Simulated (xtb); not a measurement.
Geometry relaxation of SiHSBrClF (part 1 of 2)

The run: geometry relaxation of SiHSBrClF, SMILES F[Si](S)(Cl)Br. Method and program: GFN2-xTB (xtb 6.7.1 later snapshot).

The geometry comes from this level: GFN2-xTB.

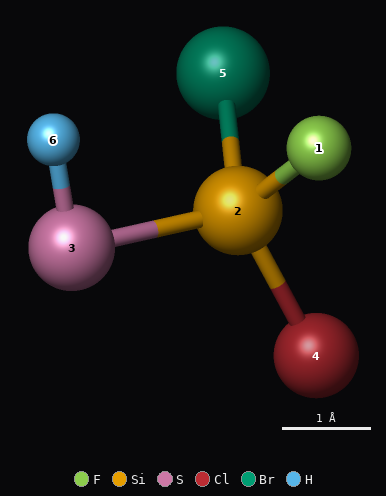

Fig. 1: The structure as given in the input (ball-and-stick view, seen at a tilt; atoms are numbered from 1 in the order of the input). Bond lengths as drawn: Br–Si 2.19 Å, Cl–Si 1.99 Å, F–Si 1.60 Å, H–S 1.33 Å and S–Si 2.14 Å.

**The input (mol.coord)**
```
$coord
      1.962745142081     -1.350398288658     -2.110332752415  f
     -0.480368380880     -0.241261334331     -0.703167090973  si
      0.140047603096     -0.555617275162      3.271588353258  s
     -3.537964147786     -2.124864746313     -1.792896558000  cl
     -0.472771681859      3.711025266279     -1.934493736518  br
      2.388330362608      0.561097480924      3.269301784648  h
$end
```

Hardware: 1 thread of Arm Neoverse V1, 24 GiB of memory available, shared host.

Command:
```bash
xtb mol.coord --opt vtight -c 0 --gfn 2 -P 1 > out.txt 2> xtb.err
```

**The program's output**
```
* xtb version 6.7.1
   ID    Z sym.   atoms
    1    9 f      1
    2   14 si     2
    3   16 s      3
    4   17 cl     4
    5   35 br     5
    6    1 h      6

           -------------------------------------------------
          |                Calculation Setup                |
           -------------------------------------------------

          program call               : xtb mol.coord --opt vtight -c 0 --gfn 2 -P 1
          coordinate file            : mol.coord
          omp threads                :                     1

           -------------------------------------------------
          |                 G F N 2 - x T B                 |
           -------------------------------------------------

      * Hamiltonian:
        H0-scaling (s, p, d)           1.850000    2.230000    2.230000
        zeta-weighting                 0.500000
      * Dispersion:
        s8                             2.700000
        a1                             0.520000
        a2                             5.000000
        s9                             5.000000
      * Repulsion:
        kExp                           1.500000    1.000000
        rExp                           1.000000
      * Coulomb:
        alpha                          2.000000
        third order                    shell-resolved
        anisotropic                    true
        a3                             3.000000
        a5                             4.000000
        cn-shift                       1.200000
        cn-exp                         4.000000
        max-rad                        5.000000

          ...................................................
          :                      SETUP                      :
          :.................................................:
          :  # basis functions                  45          :
          :  # atomic orbitals                  41          :
          :  # shells                           15          :
          :  # electrons                        32          :
          :  max. iterations                   250          :
          :  Hamiltonian                  GFN2-xTB          :
          :  restarted?                      false          :
          :  GBSA solvation                  false          :
          :  PC potential                    false          :
          :  electronic temp.          300.0000000     K    :
          :  accuracy                    1.0000000          :
          :  -> integral cutoff          0.2500000E+02      :
          :  -> integral neglect         0.1000000E-07      :
          :  -> SCF convergence          0.1000000E-05 Eh   :
          :  -> wf. convergence          0.1000000E-03 e    :
          :  Broyden damping             0.4000000          :
          :  net charge                          0          :
          :  unpaired electrons                  0          :
          ...................................................

 iter      E             dE          RMSdq      gap      omega  full diag
   1    -18.8988269 -0.188988E+02  0.886E+00    6.14       0.0  T
   2    -18.9877428 -0.889159E-01  0.527E+00    5.09       1.0  T
   3    -19.0279529 -0.402100E-01  0.298E+00    5.59       1.0  T
   4    -19.0415344 -0.135816E-01  0.227E+00    5.01       1.0  T
   5    -19.0559097 -0.143753E-01  0.103E+00    5.30       1.0  T
   6    -19.0563793 -0.469553E-03  0.830E-01    5.30       1.0  T
   7    -19.0573715 -0.992241E-03  0.485E-01    5.27       1.0  T
   8    -19.0573670  0.457695E-05  0.441E-01    5.16       1.0  T
   9    -19.0580210 -0.654000E-03  0.178E-01    5.22       1.0  T
  10    -19.0581143 -0.933230E-04  0.971E-02    5.21       1.0  T
  11    -19.0581334 -0.191326E-04  0.672E-02    5.21       1.0  T
  12    -19.0581509 -0.174382E-04  0.306E-02    5.20       1.3  T
  13    -19.0581517 -0.875876E-06  0.196E-02    5.20       2.1  T
  14    -19.0581530 -0.128834E-05  0.680E-03    5.21       6.0  T
  15    -19.0581532 -0.145518E-06  0.181E-03    5.21      22.6  T
  16    -19.0581532 -0.777007E-08  0.694E-04    5.21      58.8  T
  17    -19.0581532  0.168583E-09  0.482E-04    5.21      84.8  T

   *** convergence criteria satisfied after 17 iterations ***

         #    Occupation            Energy/Eh            Energy/eV
      -------------------------------------------------------------
         1        2.0000           -1.1015376             -29.9744
       ...           ...                  ...                  ...
        10        2.0000           -0.5020723             -13.6621
        11        2.0000           -0.4932638             -13.4224
        12        2.0000           -0.4823309             -13.1249
        13        2.0000           -0.4671942             -12.7130
        14        2.0000           -0.4597306             -12.5099
        15        2.0000           -0.4562163             -12.4143
        16        2.0000           -0.4213986             -11.4668 (HOMO)
        17                         -0.2300947              -6.2612 (LUMO)
        18                         -0.2158514              -5.8736
        19                         -0.1936078              -5.2683
        20                         -0.1772396              -4.8229
        21                         -0.1426529              -3.8818
       ...                                ...                  ...
        41                          1.1014617              29.9723
      -------------------------------------------------------------
                  HL-Gap            0.1913039 Eh            5.2056 eV
             Fermi-level           -0.3257466 Eh           -8.8640 eV

 SCC (total)                   0 d,  0 h,  0 min,  0.009 sec
 SCC setup                      ...        0 min,  0.000 sec (  0.667%)
 Dispersion                     ...        0 min,  0.000 sec (  0.220%)
 classical contributions        ...        0 min,  0.000 sec (  0.061%)
 integral evaluation            ...        0 min,  0.001 sec ( 12.601%)
 iterations                     ...        0 min,  0.006 sec ( 64.766%)
 molecular gradient             ...        0 min,  0.002 sec ( 20.736%)
 printout                       ...        0 min,  0.000 sec (  0.791%)

         :::::::::::::::::::::::::::::::::::::::::::::::::::::
         ::                     SUMMARY                     ::
         :::::::::::::::::::::::::::::::::::::::::::::::::::::
         :: total energy             -19.009464591198 Eh    ::
         :: gradient norm              0.000904448965 Eh/a0 ::
         :: HOMO-LUMO gap              5.205643565190 eV    ::
         ::.................................................::
         :: SCC energy               -19.058149872130 Eh    ::
         :: -> isotropic ES            0.040261031526 Eh    ::
         :: -> anisotropic ES         -0.004266967496 Eh    ::
         :: -> anisotropic XC         -0.022817647832 Eh    ::
         :: -> dispersion             -0.006520366162 Eh    ::
         :: repulsion energy           0.048685280932 Eh    ::
         :: add. restraining           0.000000000000 Eh    ::
         :: total charge              -0.000000000000 e     ::
         :::::::::::::::::::::::::::::::::::::::::::::::::::::

      -----------------------------------------------------------
     |                   =====================                   |
     |                        A N C O P T                        |
     |                   =====================                   |
     |               Approximate Normal Coordinate               |
     |                Rational Function Optimizer                |
      -----------------------------------------------------------

          ...................................................
          :                      SETUP                      :
          :.................................................:
          :   optimization level         verytight          :
          :   max. optcycles                   200          :
          :   ANC micro-cycles                  20          :
          :   degrees of freedom                12          :
          :.................................................:
          :   RF solver                   davidson          :
          :   write xtbopt.log                true          :
          :   linear?                        false          :
          :   energy convergence         0.1000000E-06 Eh   :
          :   grad. convergence          0.2000000E-03 Eh/α :
          :   maximum RF displ.          1.0000000          :
          :   Hlow (freq-cutoff)         0.1000000E-01      :
          :   Hmax (freq-cutoff)         5.0000000          :
          :   S6 in model hess.         20.0000000          :
          ...................................................

generating ANC from exact Hessian ...
Using Lindh-Hessian (1995)
 Shifting diagonal of input Hessian by    8.8881295208476322E-003
 Lowest  eigenvalues of input Hessian
    0.000000    0.000000    0.000000    0.000000    0.000000    0.000000
    0.010000    0.011204    0.011803    0.014837    0.018489    0.028157
    0.046803    0.133322    0.249032    0.433292    0.843512    1.597409
 Highest eigenvalues
    0.046803    0.133322    0.249032    0.433292    0.843512    1.597409

........................................................................
.............................. CYCLE    1 ..............................
........................................................................

 iter      E             dE          RMSdq      gap      omega  full diag
   1    -19.0581532 -0.190582E+02  0.200E-04    5.21       0.0  T
   2    -19.0581532 -0.275051E-10  0.149E-04    5.21     273.8  T
   3    -19.0581532 -0.108852E-09  0.722E-05    5.21     565.3  T
     SCC iter.                  ...        0 min,  0.001 sec
     gradient                   ...        0 min,  0.002 sec
 * total energy  :   -19.0094646 Eh     change       -0.9279546E-09 Eh
   gradient norm :     0.0009052 Eh/α   predicted     0.0000000E+00 (-100.00%)
   displ. norm   :     0.0328520 α      lambda       -0.1078252E-04
   maximum displ.:     0.0189381 α      in ANC's #4, #3, #5, ...

........................................................................
.............................. CYCLE    2 ..............................
........................................................................

 iter      E             dE          RMSdq      gap      omega  full diag
   1    -19.0576152 -0.190576E+02  0.765E-02    5.15       0.0  T
   2    -19.0576162 -0.996404E-06  0.530E-02    5.16       1.0  T
   3    -19.0576156  0.633619E-06  0.319E-02    5.15       1.3  T
   4    -19.0576156  0.230998E-07  0.210E-02    5.16       1.9  T
   5    -19.0576170 -0.143185E-05  0.929E-03    5.16       4.4  T
   6    -19.0576171 -0.850299E-07  0.669E-03    5.16       6.1  T
   7    -19.0576172 -0.861041E-07  0.277E-03    5.16      14.8  T
   8    -19.0576172 -0.104879E-07  0.158E-03    5.16      25.8  T
   9    -19.0576172 -0.331428E-08  0.863E-04    5.16      47.3  T
  10    -19.0576172 -0.143389E-08  0.443E-04    5.16      92.2  T
     SCC iter.                  ...        0 min,  0.003 sec
     gradient                   ...        0 min,  0.002 sec
 * total energy  :   -19.0094583 Eh     change        0.6265520E-05 Eh
   gradient norm :     0.0014136 Eh/α   predicted    -0.5393365E-05 (-186.08%)
   displ. norm   :     0.0224148 α      lambda       -0.1282351E-04
   maximum displ.:     0.0157812 α      in ANC's #4, #3, #2, ...

........................................................................
.............................. CYCLE    3 ..............................
........................................................................

 iter      E             dE          RMSdq      gap      omega  full diag
   1    -19.0578682 -0.190579E+02  0.541E-02    5.19       0.0  T
   2    -19.0578685 -0.345133E-06  0.370E-02    5.19       1.1  T
   3    -19.0578681  0.464332E-06  0.196E-02    5.19       2.1  T
   4    -19.0578684 -0.319451E-06  0.134E-02    5.19       3.0  T
   5    -19.0578689 -0.495364E-06  0.637E-03    5.19       6.4  T
   6    -19.0578689 -0.496377E-07  0.463E-03    5.19       8.8  T
   7    -19.0578690 -0.458889E-07  0.227E-03    5.19      18.0  T
   8    -19.0578690 -0.760544E-08  0.936E-04    5.19      43.6  T
   9    -19.0578690 -0.125154E-08  0.466E-04    5.19      87.6  T
     SCC iter.                  ...        0 min,  0.003 sec
     gradient                   ...        0 min,  0.002 sec
 * total energy  :   -19.0094671 Eh     change       -0.8776903E-05 Eh
   gradient norm :     0.0003318 Eh/α   predicted    -0.6411677E-05 ( -26.95%)
   displ. norm   :     0.0176931 α      lambda       -0.2842246E-05
   maximum displ.:     0.0143865 α      in ANC's #5, #4, #3, ...

........................................................................
.............................. CYCLE    4 ..............................
........................................................................

 iter      E             dE          RMSdq      gap      omega  full diag
   1    -19.0580558 -0.190581E+02  0.533E-02    5.20       0.0  T
   2    -19.0580561 -0.242490E-06  0.327E-02    5.20       1.2  T
   3    -19.0580561 -0.906193E-07  0.913E-03    5.20       4.5  T
   4    -19.0580562 -0.268673E-07  0.439E-03    5.20       9.3  T
   5    -19.0580562  0.650642E-08  0.340E-03    5.20      12.0  T
   6    -19.0580562 -0.248686E-07  0.229E-03    5.20      17.8  T
   7    -19.0580562 -0.478684E-08  0.154E-03    5.20      26.6  T
   8    -19.0580562 -0.137529E-08  0.367E-04    5.20     111.4  T
   9    -19.0580562 -0.392788E-10  0.242E-04    5.20     168.5  T
     SCC iter.                  ...        0 min,  0.003 sec
     gradient                   ...        0 min,  0.002 sec
 * total energy  :   -19.0094644 Eh     change        0.2694178E-05 Eh
   gradient norm :     0.0008057 Eh/α   predicted    -0.1422030E-05 (-152.78%)
   displ. norm   :     0.0121940 α      lambda       -0.4601994E-05
   maximum displ.:     0.0094900 α      in ANC's #5, #3, #4, ...

........................................................................
.............................. CYCLE    5 ..............................
........................................................................

 iter      E             dE          RMSdq      gap      omega  full diag
   1    -19.0579082 -0.190579E+02  0.359E-02    5.19       0.0  T
   2    -19.0579083 -0.114366E-06  0.228E-02    5.19       1.8  T
   3    -19.0579084 -0.513657E-07  0.642E-03    5.19       6.4  T
   4    -19.0579084 -0.156570E-07  0.329E-03    5.19      12.4  T
   5    -19.0579084  0.288602E-08  0.243E-03    5.19      16.8  T
   6    -19.0579084 -0.135445E-07  0.168E-03    5.19      24.3  T
   7    -19.0579084 -0.216114E-08  0.105E-03    5.19      38.8  T
   8    -19.0579084 -0.407290E-09  0.222E-04    5.19     184.2  T
   9    -19.0579084 -0.502354E-11  0.126E-04    5.19     323.5  T
     SCC iter.                  ...        0 min,  0.003 sec
     gradient                   ...        0 min,  0.002 sec
 * total energy  :   -19.0094678 Eh     change       -0.3433310E-05 Eh
   gradient norm :     0.0000688 Eh/α   predicted    -0.2300645E-05 ( -32.99%)
   displ. norm   :     0.0053884 α      lambda       -0.2067403E-06
   maximum displ.:     0.0030325 α      in ANC's #3, #5, #1, ...

........................................................................
.............................. CYCLE    6 ..............................
........................................................................
```
